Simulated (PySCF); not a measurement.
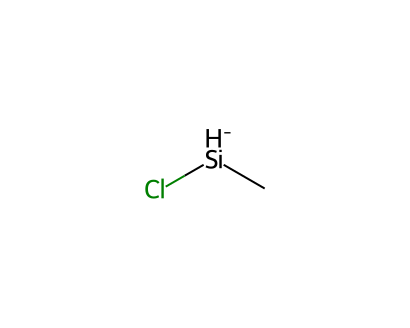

The species has charge −1 and is a spin singlet. Computed geometry: PBE0-D3(BJ)/def2-SVP optimisation. No frequency run is at hand to confirm it as a minimum. Program: PySCF 2.14.0.

At this fixed geometry, give HOMO energy (eV) at these levels: PBE0/def2-SVPD; PBE0/def2-SVPD in benzene (IEF-PCM); PBE0/def2-SVPD in chloroform (IEF-PCM); PBE0/pcSseg-1 in benzene (IEF-PCM); PBE0/pcSseg-1 in chloroform (IEF-PCM).

| level | HOMO energy (eV) |
| --- | --- |
| PBE0/def2-SVPD | −0.31 |
| PBE0/def2-SVPD in benzene (IEF-PCM) | −2.86 |
| PBE0/def2-SVPD in chloroform (IEF-PCM) | −3.92 |
| PBE0/pcSseg-1 in benzene (IEF-PCM) | −2.76 |
| PBE0/pcSseg-1 in chloroform (IEF-PCM) | −3.85 |
